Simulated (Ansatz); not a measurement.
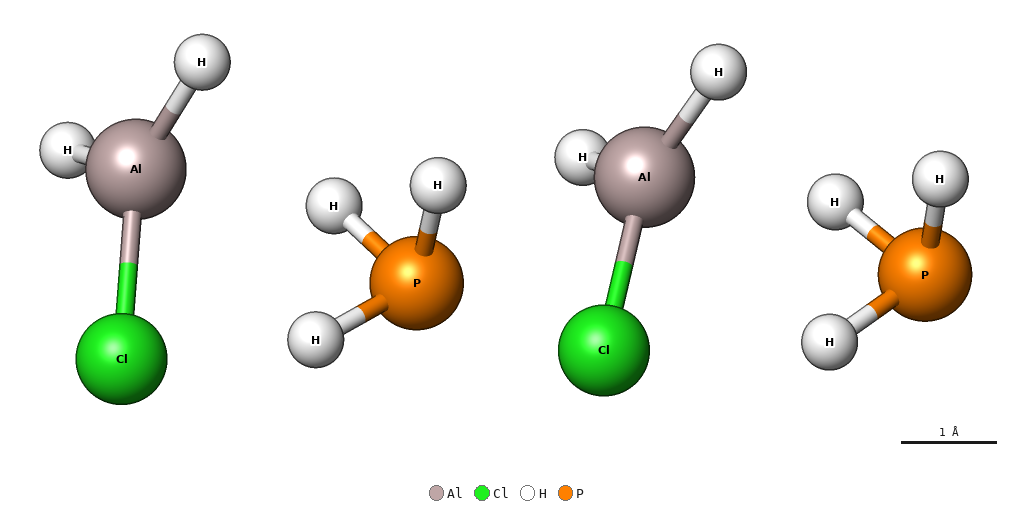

Two geometries of AlPH₅Cl, drawn at one scale. One is the start of a relaxation, the other its converged end. A ball-and-stick model, seen at a tilt.

Method: RKS B3LYP-D4/def2-SVP in Ansatz. (no spin polarisation; force threshold 0.03 eV/Å; at most 50 steps)

### Which geometry has the lower energy?

The right one is the relaxed one. The run prepares an end point of a later path (reaction) calculation, from a guessed geometry. The largest move after the best rigid fit is that of the Cl atom, 0.29 Å. Largest moves by element: Cl 0.29 Å, H 0.15 Å, P 0.10 Å, Al 0.09 Å. Among the contacts that change: Al–Cl 2.199 → 2.124 Å, Al–P 3.479 → 3.444 Å, H–P 1.426 → 1.432 Å. Over 5 geometry steps the energy falls by 1.73 kcal/mol. Largest force component: 0.92 eV/Å at the start, 0.012 eV/Å at the end. The run took 10 s on 1 thread of Intel(R) Xeon(R) 6975P-C (Granite Rapids) (shared host), peak memory 0.17 GiB.

Limits of the set-up: the start holds two separate molecules, 2.6 Å apart at their closest, whose relative position is a soft coordinate.
